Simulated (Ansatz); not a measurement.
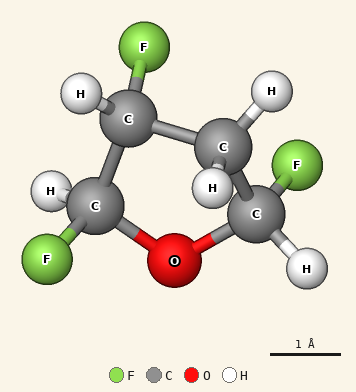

This is the input geometry for a relaxation of C4H5F3O (coarse preliminary run). Style: ball-and-stick. Shown at a tilt.

The start comes from a force field.

Computed with RKS PBE-D4/def2-SVP in Ansatz.

Input
```yaml
crystal:
  periodic: [false, false, false]
  atoms:
    - {symbol: F, position_ang: [-1.599800, -1.380800, 0.411300]}
    - {symbol: C, position_ang: [-0.465000, -0.885000, 0.872300]}
    - {symbol: C, position_ang: [0.529600, -0.887400, -0.249600]}
    - {symbol: C, position_ang: [0.304600, 0.409400, -0.941000]}
    - {symbol: F, position_ang: [-0.814500, 0.187100, -1.798100]}
    - {symbol: C, position_ang: [-0.190300, 1.309400, 0.209100]}
    - {symbol: F, position_ang: [0.935100, 1.926600, 0.709400]}
    - {symbol: O, position_ang: [-0.635700, 0.484700, 1.262900]}
    - {symbol: H, position_ang: [-0.172500, -1.478500, 1.774200]}
    - {symbol: H, position_ang: [1.574700, -0.833200, 0.208000]}
    - {symbol: H, position_ang: [0.461500, -1.764600, -0.861200]}
    - {symbol: H, position_ang: [1.081300, 0.810100, -1.503600]}
    - {symbol: H, position_ang: [-0.988600, 2.067300, -0.078700]}
basis:
  gaussian: {orbitals: def2-SVP}
hamiltonian: {xc: pbe, dispersion: d4}
relax: {f_tol: 0.03, max_steps: 200}
```

Launched with:
```bash
ansatz run in.yaml --threads 4 --pin off --events-out ev --progress --plain --max-ram 11315MiB
```

Question: Where does the relaxation end?

Answer: The atom that moves furthest after the best rigid fit is O8 (0.17 Å). Largest moves by element: O 0.17 Å, F 0.17 Å, H 0.12 Å, C 0.06 Å. Among the contacts that change: C4–H12 1.039 → 1.110 Å, F1–C2 1.321 → 1.378 Å, C4–F5 1.427 → 1.386 Å, C3–C4 1.487 → 1.525 Å. Among the angles between lasting bonds that change: C3–C4–F5 105.2° → 110.9°, F7–C6–O8 104.4° → 109.6°, C3–C4–H12 118.4° → 114.8°. After 6 geometry steps the energy has fallen by 9.71 kcal/mol. Largest force component: 4.1 eV/Å at the start, 0.021 eV/Å at the end. The run took 23 s on 4 threads of Arm Neoverse N1 (shared host).

Final geometry:

```xyz
13

F    -1.6315   -1.5287    0.4835
C    -0.4753   -0.8969    0.8878
C     0.5637   -0.8899   -0.2363
C     0.2450    0.4112   -0.9641
F    -0.8317    0.2470   -1.8215
C    -0.1776    1.3052    0.2110
F     0.9638    1.8834    0.7502
O    -0.7657    0.4607    1.1555
H    -0.1477   -1.3817    1.8322
H     1.5835   -0.8318    0.1912
H     0.4850   -1.7802   -0.8862
H     1.0947    0.8507   -1.5267
H    -0.8857    2.1160   -0.0617
```

After the run, drawn alike:

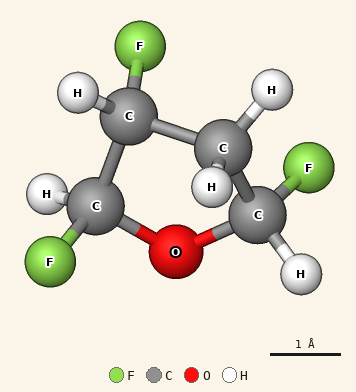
